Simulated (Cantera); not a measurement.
Input: 1 mol Al, a varied amount of N2O, 8.2 mol H2, held at 1652 °C and 9.75 Torr.

These are equilibrium values from Cantera (NASA tables, ideal gas, pure condensed phases), not measurements of a reactor. Candidate condensed phases: Al, AlN, Al2O3, H2O; 35 gas species. Kinetics and transport are ignored.

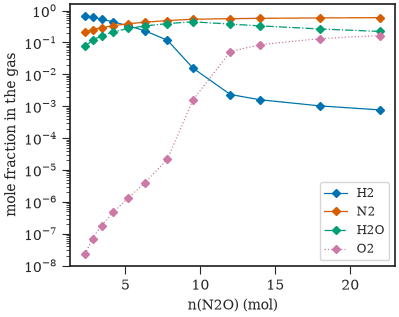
*Equilibrium gas composition (values under 1e-9 drawn at 1e-9)*

From 2.3 mol N2O to 22 mol N2O the condensed part is Al2O3(s).
